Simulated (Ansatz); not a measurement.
**A correction line for wB97X-V/def2-TZVPP: vertical ionisation energy**

The vertical ionisation energy (cation less neutral) in eV of 8 molecular compounds of W: x at wB97X-V/def2-TZVPP, y at CCSD(T)/def2-TZVPP. Shapes, held fixed at every level: PBE0-D4/def2-TZVP. Flexible molecules stand in one conformer, not always the lowest. Programs: Ansatz 0.2.0.

| molecule | x (eV) | y (eV) |
| --- | --- | --- |
| W(OH)4S | 9.73 | 9.75 |
| CH4ClFO2SW (SMILES C[O][W]([OH])([F])(=[S])[Cl]) | 10.02 | 10.03 |
| W(OH)4Cl2 | 10.67 | ? |
| W(OH)3Cl3 | 10.86 | 10.63 |
| W(OH)4ClF | 10.92 | 10.73 |
| CH3Cl3O2W (SMILES C[O][W](=[O])([Cl])([Cl])[Cl]) | 11.01 | 10.75 |
| W(OH)Cl5 | 11.21 | 10.92 |
| W(OH)5F | 11.43 | 11.34 |

Question: Fit y = c + s·x to the known rows and predict y for W(OH)4Cl2.

Answer: 
1. Means of the 7 rows: x = 10.7400, y = 10.593.
2. Σ(Δx)² = 2.3552, Σ(Δx·Δy) = 1.9974, so the slope is 1.9974/2.3552 = 0.84808.
3. Intercept: 10.593 − (0.84808) × 10.7400 = 1.485. The largest residual of the fit is 0.16.
4. W(OH)4Cl2: 1.485 + 0.84808 × 10.67 = 10.53 eV.

CCSD(T)/def2-TZVPP gives 10.48 eV, so the prediction is off by +0.05 eV, within the largest residual. Uncorrected, wB97X-V/def2-TZVPP misses W(OH)4Cl2 by +0.19 eV, and the other rows by 0.16 on average. The line removes about 75 % of this miss. Left out in turn, the other rows are missed by 0.09 eV on average. Cations run unrestricted. For atoms past krypton def2 sets carry core potentials with scalar relativity. Outer-core shells of W are correlated, in sets that cover them unevenly.

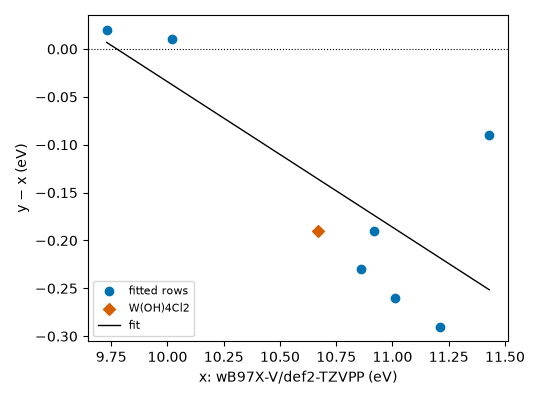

The correction y − x against x, with the fitted line and the withheld molecule.
